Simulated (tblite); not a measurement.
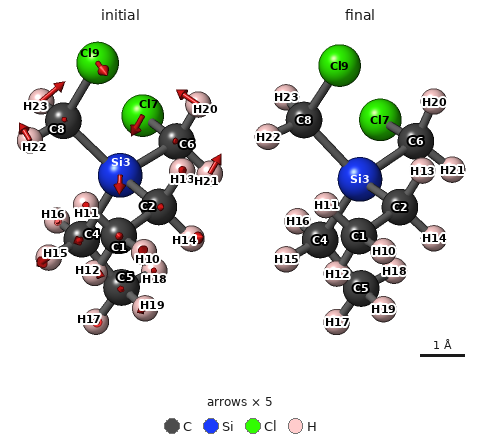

The structure of C6H14Cl2Si before (left) and after (right) a relaxation, at one scale. The red arrows give the displacements, magnified 5 times.

A ball-and-stick model, seen from a free direction.

All numbers below come from GFN2-xTB geometry optimisation, gas phase (tblite). 

What changed between the two?

Answer. After 55 geometry steps the energy has fallen by 3.60 kcal/mol. H23 moves most after the best rigid fit: 0.14 Å. Largest moves by element: H 0.14 Å, Cl 0.12 Å, Si 0.10 Å, C 0.05 Å. Near-neighbour distances that change, for instance: Si3–C6 1.857 → 1.922 Å, Si3–C8 1.866 → 1.922 Å, C2–Si3 1.936 → 1.910 Å, C4–H16 1.115 → 1.091 Å. Among the angles between lasting bonds that change: C2–Si3–C4 107.5° → 113.2°, C6–Si3–C8 111.4° → 105.9°, Si3–C4–C5 115.7° → 113.1°.
